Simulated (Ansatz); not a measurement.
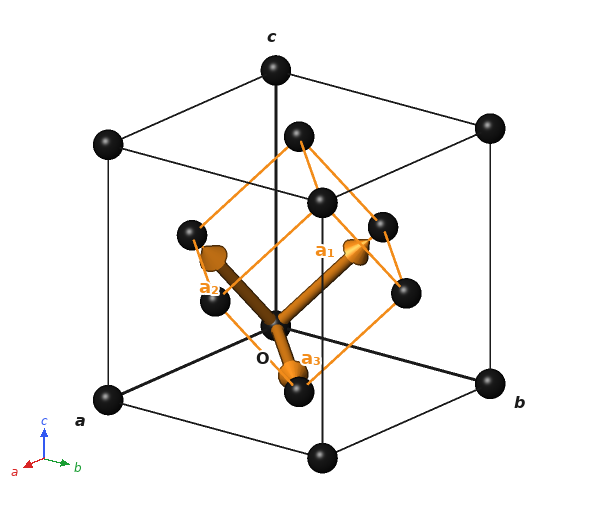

Crystal: Cu, coordinates from a relaxation with Ansatz 0.2.0, DFT PBE+D3(BJ), scalar-relativistic, plane waves, PAW. The conventional cell (thin) and a primitive cell (coloured, vectors a₁, a₂, a₃), with the lattice points alone. All values are computed from the atomic coordinates in the standard setting (tolerance 0.002 Å).

a = 3.563 Å, b = 3.563 Å, c = 3.563 Å, α = 90.00°, β = 90.00°, γ = 90.00°.

What is the centring, and how are the primitive vectors built?

F, face-centred cubic, with lattice points at (0, 0, 0), (1/2, 1/2, 0), (1/2, 0, 1/2), (0, 1/2, 1/2). a₁ = 1/2 b + 1/2 c; a₂ = 1/2 a + 1/2 c; a₃ = 1/2 a + 1/2 b.

Give the primitive cell's size and content.

Edges 2.520, 2.520, 2.520 Å; angles 60.00°, 60.00°, 60.00°; volume 11.31 Å³, 1/4 of the conventional cell; 1 of its 4 atoms.
